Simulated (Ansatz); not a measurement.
Structure (in its standard cell), coordinates from a relaxation with DFT LDA, scalar-relativistic, plane waves, PAW (Ansatz):

Space group Cmce (No. 64). a = 7.134 Å, b = 4.316 Å, c = 9.538 Å, α = 90.00°, β = 90.00°, γ = 90.00°
```csv
atom,site,symmetry,x,y,z
I,8f,m..,0.5000,0.6788,0.1231
```

Question: What does the kinematic electron diffraction pattern along [110] look like at 200 kV (B = 1 Å²)?

Answer: The spots form a rectangular net whose two shortest vectors correspond to d = 9.54 Å and 3.69 Å, 90.0° apart. They are 0 0 1 (itself extinct) and -1 1 0 (itself extinct). The pattern has symmetry 2mm. A glide plane extinguishes reflections such as 1 -1 0, 3 -3 0; a screw axis and a glide plane both extinguish reflections such as 0 0 1, 0 0 3, 0 0 5; reflections such as 0 0 2, 1 -1 -4, 1 -1 4 are allowed but too weak to see at this display level.

Strongest reflections with d > 1.12 Å, one of each family (|F|² from tabulated Gaussian fits of the electron scattering factors, times a small damping for the curvature of the Ewald sphere):

```json
{"hkl": "1 -1 2", "d (Å)": "2.920", "I (strongest = 100)": "100"}
{"hkl": "0 0 4", "d (Å)": "2.384", "I (strongest = 100)": "88"}
{"hkl": "1 -1 6", "d (Å)": "1.460", "I (strongest = 100)": "23"}
{"hkl": "2 -2 0", "d (Å)": "1.846", "I (strongest = 100)": "20"}
{"hkl": "0 0 8", "d (Å)": "1.192", "I (strongest = 100)": "15"}
{"hkl": "1 -1 1", "d (Å)": "3.444", "I (strongest = 100)": "15"}
```

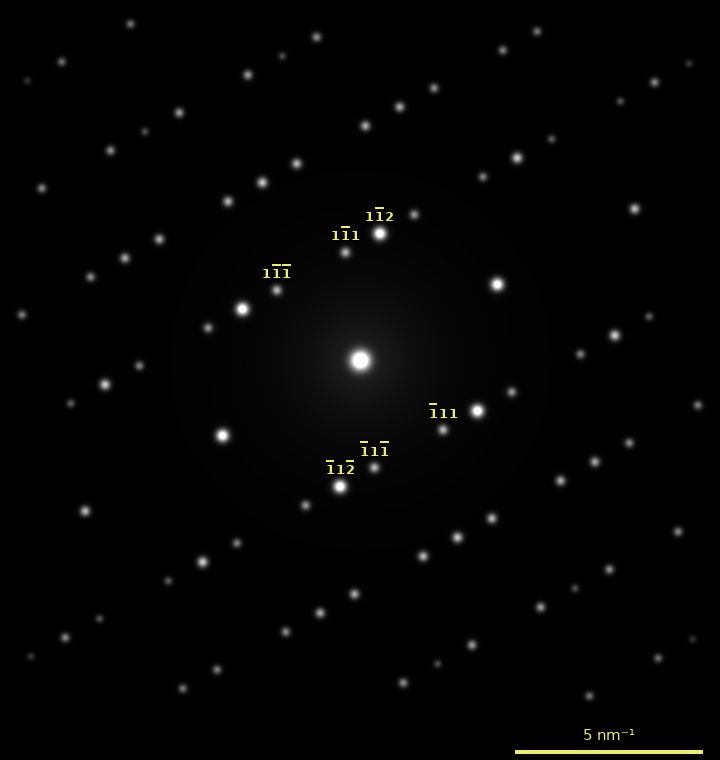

Calculated pattern, seen from the source side with [110] pointing towards the source.
